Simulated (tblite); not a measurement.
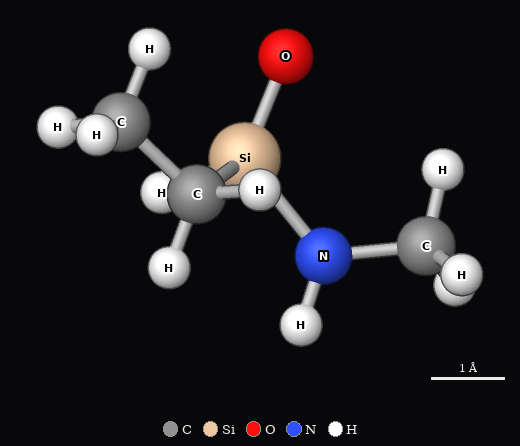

**Figure 1.** The structure (ball-and-stick view, seen at a tilt).

C₃H₁₀NOSi: frequency calculation

C₃H₁₀NOSi, multiplicity 2, computed with GFN2-xTB harmonic vibrations, gas phase (tblite 0.8.0).

It belongs to a series of runs on one base structure; here: H removed from O.

### The input
```
{"job": {"kind": "ir", "xc": "GFN2-xTB", "basis": "xTB"}, "charge": 0, "multiplicity": 2}
C     -2.545187    -0.052823     0.532569
C     -1.174104    -0.639764     0.408983
Si     0.064296     0.839883    -0.138474
O      0.046963     1.965665     0.881400
N      1.507962    -0.125335    -0.303861
C      2.643244     0.005807     0.546933
H     -3.239860    -0.804757     0.916009
H     -2.914214     0.292504    -0.430045
H     -2.538208     0.786916     1.221426
H     -0.788316    -0.984801     1.360827
H     -1.118276    -1.427482    -0.333688
H     -0.334705     0.947593    -1.547891
H      1.546526    -0.933902    -0.904638
H      3.561346     0.084165    -0.044804
H      2.754579    -0.852930     1.219883
H      2.520356     0.908206     1.138925
```

The first line tells a small driver script what to run in tblite; the rest is the geometry in Å.

Machine: 1 CPU thread, shared host.

Run as:
```bash
OMP_NUM_THREADS=1 python <driver script> task.json out
```

### Log
```
mode    cm-1     km/mol
  1      54.8      0.63
  2      76.5      1.15
  3     114.7      4.67
  4     151.0      1.74
  5     174.9     11.21
  6     220.7      5.85
  7     235.1      2.86
  8     274.8     19.78
  9     390.4     35.59
 10     447.5     76.71
 11     483.5     24.56
 12     645.2     16.88
 13     684.7      9.75
 14     712.2      6.11
 15     724.1     58.41
 16     922.8      2.36
 17     972.6      8.43
 18    1053.2     43.51
 19    1075.9      7.18
 20    1096.9     83.23
 21    1143.8    127.55
 22    1177.6     49.97
 23    1219.3      0.37
 24    1320.4    132.03
 25    1340.0     12.63
 26    1396.9     12.77
 27    1407.1      0.68
 28    1449.8      0.64
 29    1464.1      7.47
 30    1467.9      6.84
 31    1476.4     15.69
 32    1488.9      7.15
 33    2176.4    146.11
 34    2895.8     32.77
 35    2934.1     47.33
 36    2955.3     14.43
 37    3032.0     15.64
 38    3035.9     11.23
 39    3050.9     30.88
 40    3056.3      3.97
 41    3057.5     36.99
 42    3450.8      6.36
```

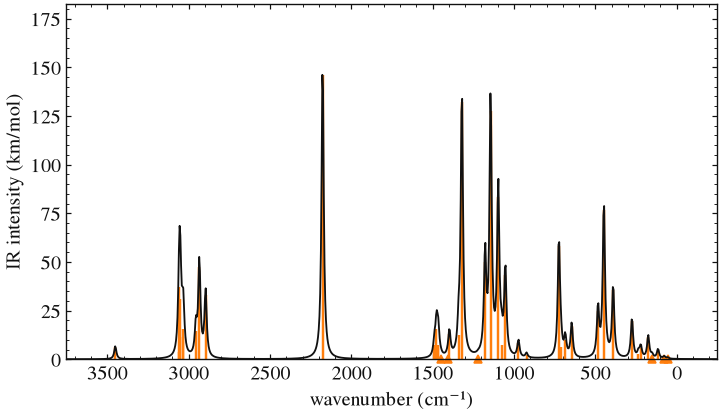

**Figure 2.** Harmonic infrared spectrum, unscaled: sticks (degenerate modes added up, dark ones marked on the axis) with a Lorentzian envelope of 16 cm⁻¹ full width, scaled to the tallest stick. 42 modes from 55 to 3451 cm⁻¹, none imaginary. The strongest line is at 2176 cm⁻¹ (146 km/mol).

### Summary

| quantity | value |
| --- | --- |
| outcome | converged |
| total energy | −550.8418 eV |
| zero-point energy | 80.7830 kcal/mol |
| peak memory | 0.18 GiB |
